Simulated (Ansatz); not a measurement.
# What a change does: single-point calculation on AlNH$_{5}$F

System: AlNH$_{5}$F.
Method of run A: RKS wB97M-V/def2-TZVPP (Ansatz 0.2.0).

The geometry: displaced from a GFN2-xTB structure. Text and figures count atoms from 1; the logs count them from 0 in places.

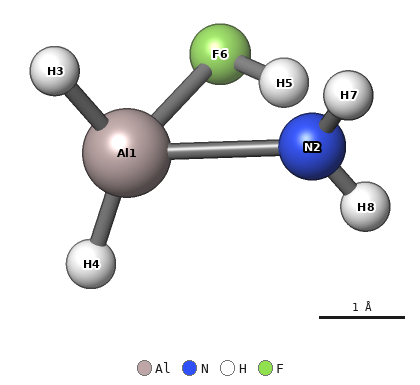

Figure 1. The structure (ball-and-stick view, seen at a tilt; atoms are numbered from 1 in the order of the input). Sticks mark near contacts. Bond lengths as drawn: Al–F 2.16 Å, Al–H 1.48 to 1.51 Å, Al–N 2.27 Å, F–H 1.14 Å and H–N 1.00 to 1.01 Å.

**The input, run A**
```yaml
crystal:
  periodic: [false, false, false]
  atoms:
    - {symbol: Al, position_ang: [-0.299000, -1.114000, 0.171500]}
    - {symbol: N, position_ang: [-0.305500, 1.136100, -0.163600]}
    - {symbol: H, position_ang: [-0.575300, -1.920900, -1.068600]}
    - {symbol: H, position_ang: [-0.648700, -1.500300, 1.557000]}
    - {symbol: H, position_ang: [1.040800, 0.534800, -0.159300]}
    - {symbol: F, position_ang: [1.719700, -0.367800, -0.038600]}
    - {symbol: H, position_ang: [-0.461500, 1.614300, -1.032700]}
    - {symbol: H, position_ang: [-0.299900, 1.768300, 0.618000]}
basis:
  gaussian: {orbitals: def2-TZVPP}
hamiltonian: {xc: {name: wB97M-V}}
output: {forces: true}
```

Hardware: 4 CPU threads, shared host.

**Output (run A)**
```
Functional definition: wB97M-V
  parameter omega = 0.3/bohr
  parameter cx = 0.15
  parameter cx01 = 1.007
  parameter cx10 = 0.259
  parameter css00 = 0.443
  parameter css04 = -1.437
  parameter css10 = -4.535
  parameter css20 = -3.390
  parameter css43 = 4.278
  parameter cos00 = 1.000
  parameter cos10 = 1.358
  parameter cos20 = 2.924
  parameter cos21 = -8.812
  parameter cos60 = -1.390
  parameter cos61 = 9.142
  parameter b = 6.0
  parameter c = 0.01
  gx(w, u) = 1 - cx + cx01*u + cx10*w
  gss(w, u) = css00 + css04*u^4 + css10*w + css20*w^2 + css43*w^4*u^3
  gos(w, u) = cos00 + cos10*w + (cos20 + cos21*u)*w^2 + (cos60 + cos61*u)*w^6
  exchange = spin_sum(e_x_unif_sr(omega)*gx(b97_w, b97_u_x)) + cx*exact_x_sr(omega) + exact_x_lr(omega)
  correlation = spin_sum(e_c_pw_mod_same_spin*gss(b97_w, b97_u_same))
      + integral(e_c_pw_mod_opposite_spin*gos(b97_w_opposite, b97_u_opposite)) + vv10(b, c)
878 factors; their error is unknown
225 factors; integrals over basis functions are off by at most 1.1e-5 eV
mean field evaluation 1: about -10880.9088 eV, gradient 5.2e1 eV
mean field evaluation 2: about -10880.5941 eV, gradient 5.5e1 eV
mean field evaluation 4: about -10885.8592 eV, gradient 1.5e0 eV
mean field evaluation 8: about -10885.8772 eV, gradient 3.0e-2 eV
mean field -10885.87717636 eV, -400.0486075188 hartree, gradient 3.4e-5 eV, S^2 0.000000; 0 other end points of the search recorded, 0 dependent functions left out
the calculation of the forces begins
reference -10885.87722623 eV, -400.0486093512 hartree; 17, 17 occupied and 157, 157 virtual orbitals, 878 factors
Total energy: -10885.87722623 eV, -400.0486093512 hartree
Atom 0 at    -0.299000    -1.114000     0.171500 Å, force     1.373076     3.295518    -1.100109 eV/Å
Atom 1 at    -0.305500     1.136100    -0.163600 Å, force     1.916320    -3.225713     0.485453 eV/Å
Atom 2 at    -0.575300    -1.920900    -1.068600 Å, force    -0.127246    -0.375739    -0.791462 eV/Å
Atom 3 at    -0.648700    -1.500300     1.557000 Å, force    -0.160660    -0.217797     1.333866 eV/Å
Atom 4 at     1.040800     0.534800    -0.159300 Å, force    -0.954280     0.506217    -0.071015 eV/Å
Atom 5 at     1.719700    -0.367800    -0.038600 Å, force    -1.571054    -0.237507     0.186643 eV/Å
Atom 6 at    -0.461500     1.614300    -1.032700 Å, force    -0.193125     0.069684    -0.088156 eV/Å
Atom 7 at    -0.299900     1.768300     0.618000 Å, force    -0.283032     0.185337     0.044780 eV/Å
Dipole moment:    -0.238001     0.213139     0.014458 e Å
```

For run B the input was changed thus:
```diff
-hamiltonian: {xc: {name: wB97M-V}}
+correlation: {method: ccsd_t}
```

How does run B compare with run A?

The total energies belong to different methods, so their difference says nothing on which is more stable or more accurate. The largest force goes from 3.783 to 3.962 eV/Å.

**Output (run B)**
```
Functional definition: HF
  exchange = exact_x
  correlation = 0
1034 factors; integrals over basis functions are off by at most 1.1e-3 eV
mean field evaluation 1: about -10848.5609 eV, gradient 3.9e1 eV
mean field evaluation 2: about -10848.6373 eV, gradient 3.9e1 eV
mean field evaluation 4: about -10851.6423 eV, gradient 2.4e0 eV
mean field evaluation 8: about -10851.6775 eV, gradient 9.1e-2 eV
mean field evaluation 16: about -10850.6667 eV, gradient 2.3e1 eV
mean field -10851.67755625 eV, -398.7917946608 hartree, gradient 2.3e-6 eV, S^2 0.000000; 0 other end points of the search recorded, 0 dependent functions left out
7 core orbitals not correlated: weight in the atoms' cores, before any rotation towards them, 1.000 or more for the frozen orbitals, at most 0.000 for the correlated occupied ones
reference -10851.67755625 eV, -398.7917946608 hartree; 10, 10 occupied and 157, 157 virtual orbitals, 1034 factors
too little memory for Intel AMX tiles; the run may be slower
second order -16.28780854 eV of doubles, -0.00000000 eV of singles
cycle   1  -16.36206083 eV  change   -7.4e-2 eV  update   8.9e-2
cycle   2  -16.75979442 eV  change   -4.0e-1 eV  update   2.7e-2
cycle   3  -16.86255786 eV  change   -1.0e-1 eV  update   1.4e-2
cycle   4  -16.85252726 eV  change    1.0e-2 eV  update   3.1e-3
cycle   5  -16.85188165 eV  change    6.5e-4 eV  update   1.4e-3
cycle   6  -16.85270472 eV  change   -8.2e-4 eV  update   4.3e-4
cycle   7  -16.85251392 eV  change    1.9e-4 eV  update   1.7e-4
cycle   8  -16.85242807 eV  change    8.6e-5 eV  update   5.6e-5
cycle   9  -16.85243986 eV  change   -1.2e-5 eV  update   2.3e-5
cycle  10  -16.85244146 eV  change   -1.6e-6 eV  update   7.2e-6
perturbative correction -0.55443007 eV, -0.0203749292 hartree
the calculation of the forces begins
Total energy: -10869.08442777 eV, -399.4314853905 hartree
Atom 0 at    -0.299000    -1.114000     0.171500 Å, force     1.498269     3.486038    -1.140160 eV/Å
Atom 1 at    -0.305500     1.136100    -0.163600 Å, force     1.993980    -3.361725     0.489822 eV/Å
Atom 2 at    -0.575300    -1.920900    -1.068600 Å, force    -0.156359    -0.449192    -0.880775 eV/Å
Atom 3 at    -0.648700    -1.500300     1.557000 Å, force    -0.192300    -0.262651     1.446533 eV/Å
Atom 4 at     1.040800     0.534800    -0.159300 Å, force    -0.944627     0.404032    -0.051037 eV/Å
Atom 5 at     1.719700    -0.367800    -0.038600 Å, force    -1.708242    -0.143926     0.179781 eV/Å
Atom 6 at    -0.461500     1.614300    -1.032700 Å, force    -0.204245     0.101046    -0.122563 eV/Å
Atom 7 at    -0.299900     1.768300     0.618000 Å, force    -0.286476     0.226378     0.078400 eV/Å
Dipole moment:    -0.240026     0.218739     0.013532 e Å
```

**The two runs side by side**

| quantity | run A | run B |
| --- | --- | --- |
| outcome | converged | converged |
| total energy (hartree) | −400.048609 | −399.431485 |
| dipole moment (D) | 1.54 | 1.56 |
| largest force (eV/Å) | 3.783 | 3.962 |
| basis functions | 174 | 174 |
| wall time (shared host) | 2 s | 48 s |
